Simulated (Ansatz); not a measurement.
## Ligand exchange: GeH2(CH3)Br + CH2Br2 → GeH3(CH3) + CHBr3

Gas-phase species: GeH2(CH3)Br, singlet; CH2Br2 `BrCBr`, singlet; GeH3(CH3) (methyl germane), singlet; CHBr3 (bromoform) `BrC(Br)Br`, singlet. The partners trade Br for H: Ge–Br and C–H bonds give way to Ge–H and C–Br.

Shapes, held fixed at every level: PBE0-D4/def2-TZVP. Programs: Ansatz 0.2.0. The zero-point and thermal change to 298 K, harmonic and unscaled (PBE0-D4/def2-TZVP), is -10.1 kJ/mol.

```json
{"level": "HF/def2-SVP", "kind": "Hartree–Fock", "ΔH(298 K) (kJ/mol)": "+190.9", "less CCSD(T)/def2-TZVPP": "+33.1"}
{"level": "HF/def2-TZVPP", "kind": "Hartree–Fock", "ΔH(298 K) (kJ/mol)": "+192.2", "less CCSD(T)/def2-TZVPP": "+34.4"}
{"level": "PBE-D4/def2-TZVPP", "kind": "GGA", "ΔH(298 K) (kJ/mol)": "+149.4", "less CCSD(T)/def2-TZVPP": "-8.4"}
{"level": "BHLYP-D4/def2-TZVPP", "kind": "global hybrid", "ΔH(298 K) (kJ/mol)": "+171.0", "less CCSD(T)/def2-TZVPP": "+13.2"}
{"level": "wB97M-V/def2-TZVPP", "kind": "range-separated hybrid", "ΔH(298 K) (kJ/mol)": "+161.4", "less CCSD(T)/def2-TZVPP": "+3.6"}
{"level": "CCSD/def2-TZVPP", "kind": "coupled cluster or CI", "ΔH(298 K) (kJ/mol)": "+163.2", "less CCSD(T)/def2-TZVPP": "+5.4"}
{"level": "CCSD(T)/def2-TZVPP", "kind": "coupled cluster or CI", "ΔH(298 K) (kJ/mol)": "+157.8", "less CCSD(T)/def2-TZVPP": "0.0"}
```

The highest level, CCSD(T)/def2-TZVPP, gives ΔH(298 K) = +157.8 kJ/mol; the levels span +149.4 to +192.2. The column of differences is taken from that level and isn't an error. No measured value is set beside it here. Relativity is left out for Br, Ge. Outer-core shells of Br, Ge are correlated, in sets that cover them unevenly.

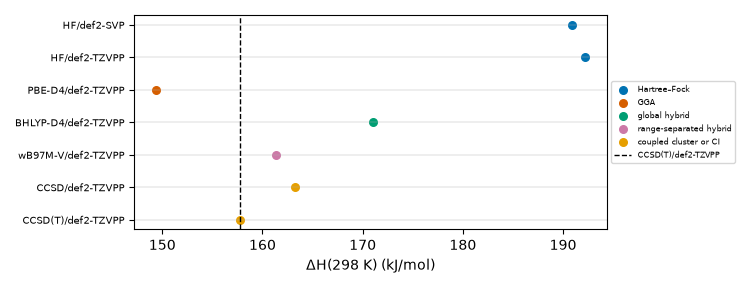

The values of the table, level by level.
